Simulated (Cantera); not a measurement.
Charge: 1 mol TEOS, 0.15 mol CO2, at 0.0668 Torr.

Equilibrium computed with Cantera from the NASA thermochemical tables; the gas is ideal and each condensed phase is pure. Candidate condensed phases: C, C6H6, C7H8, C8H18, H2O, Si, SiC, SiO2; 123 gas species. The feed counts by its element totals alone. Kinetics and transport are ignored.

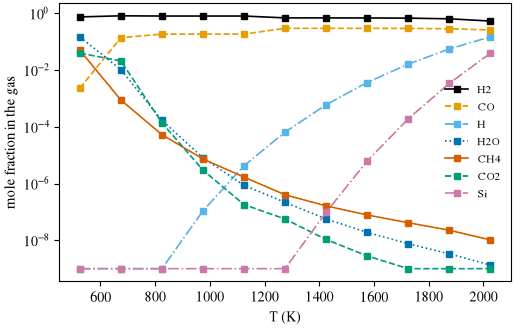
Fig. 1. Equilibrium gas composition (values under 1e-9 drawn at 1e-9)

Task: Read off the mole fractions at 2025 K.

Result: H2 about 0.54, CO about 0.26, H about 0.15, Si about 0.039, CH4 about 1.0e-8.
